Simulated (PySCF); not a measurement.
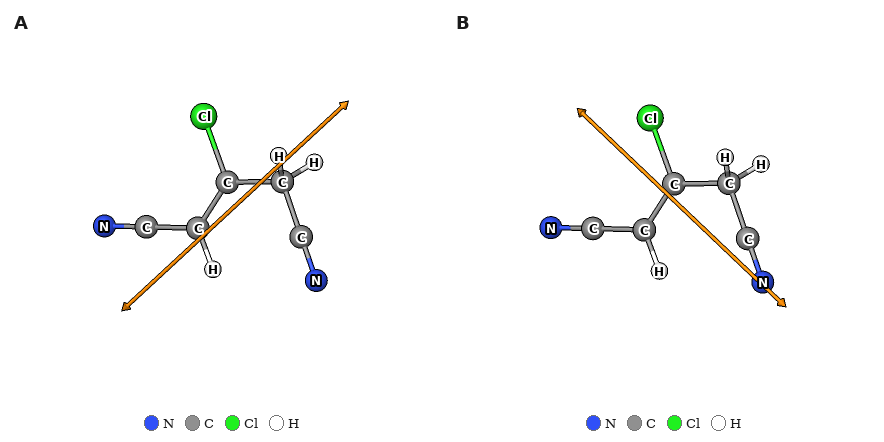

The double arrows show the directions of two transition dipoles from the ground state (lengths mean nothing). Computed geometry: GFN2-xTB optimisation. No frequency run is at hand to confirm it as a minimum. Level of theory: TDDFT CAM-B3LYP/def2-SVPD, vertical, gas phase, core orbitals frozen in the response (PySCF 2.14.0).

One belongs to singlet state 1 and one to singlet state 6. Which is which?

Answer. A: state 1, 5.88 eV (211 nm), oscillator strength 0.35, mainly HOMO → LUMO (weight 0.94).
B: state 6, 7.48 eV (166 nm), oscillator strength 0.050, of mixed character, with the largest part HOMO−3 → LUMO (weight 0.44).
